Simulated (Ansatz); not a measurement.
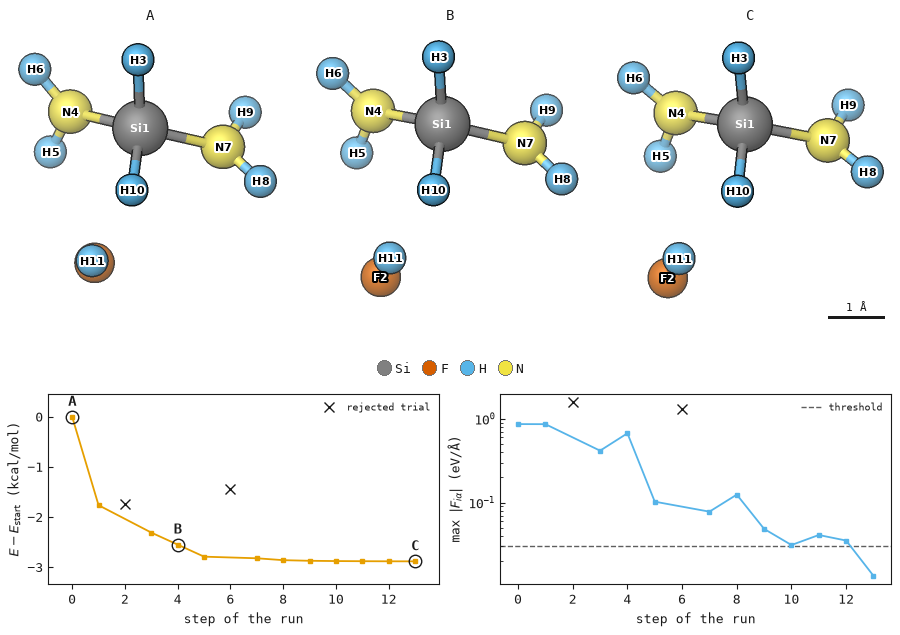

Frames of a relaxation of SiN2H7F, marked on the history of the run. The picture is a ball-and-stick view, seen face on.

The run prepares an end point of a later path (reaction) calculation, from a guessed geometry.

All numbers below come from RKS PBE0/6-31G* (Ansatz).

The input:
```yaml
crystal:
  periodic: [false, false, false]
  atoms:
    - { symbol: Si, position_ang: [0.230388, -0.333944, -0.486941] }
    - { symbol: F, position_ang: [-1.042705, -0.146532, 2.006812] }
    - { symbol: H, position_ang: [1.254792, -0.100481, -1.555907] }
    - { symbol: "N", position_ang: [-0.477312, 1.21852, -0.337453] }
    - { symbol: H, position_ang: [-1.085675, 1.450357, 0.434169] }
    - { symbol: H, position_ang: [-0.055281, 2.017644, -0.783463] }
    - { symbol: "N", position_ang: [-0.924805, -1.563217, -0.801681] }
    - { symbol: H, position_ang: [-0.796935, -2.506818, -0.465007] }
    - { symbol: H, position_ang: [-1.570879, -1.503661, -1.575813] }
    - { symbol: H, position_ang: [0.991529, -0.871669, 0.660675] }
    - { symbol: H, position_ang: [-0.137718, -0.360898, 2.045608] }
basis:
  gaussian: { orbitals: "6-31G*" }
hamiltonian:
  xc: pbe0
relax:
  f_tol: 0.03
  max_steps: 50
```

Launched with:
```bash
ansatz run input.yaml --threads 1 --pin off --max-ram 2048MiB --backend cpu --events-out ev --progress --plain --runs-dir out
```

### Describe the path.

The largest move after the best rigid fit is that of F2, 0.56 Å. Largest moves by element: F 0.56 Å, H 0.25 Å, N 0.14 Å, Si 0.11 Å. Near-neighbour distances that change, for instance: Si1–H10 1.478 → 1.510 Å, Si1–H3 1.499 → 1.494 Å, F2–H11 0.931 → 0.935 Å. Among the angles between lasting bonds that change: N4–Si1–H10 118.3° → 115.4°, H3–Si1–N4 101.7° → 104.2°, N4–Si1–N7 112.8° → 110.4°. The energy falls by 2.88 kcal/mol in 11 accepted moves (13 points after the start). The largest force component goes from 0.86 to 0.013 eV/Å. The line search rejected the trial steps at points 2, 6 of the run. From step 0 to 4: F2 moves most (0.36 Å), energy −2.55 kcal/mol. From step 4 to 13: F2 moves most (0.23 Å), energy −0.33 kcal/mol.
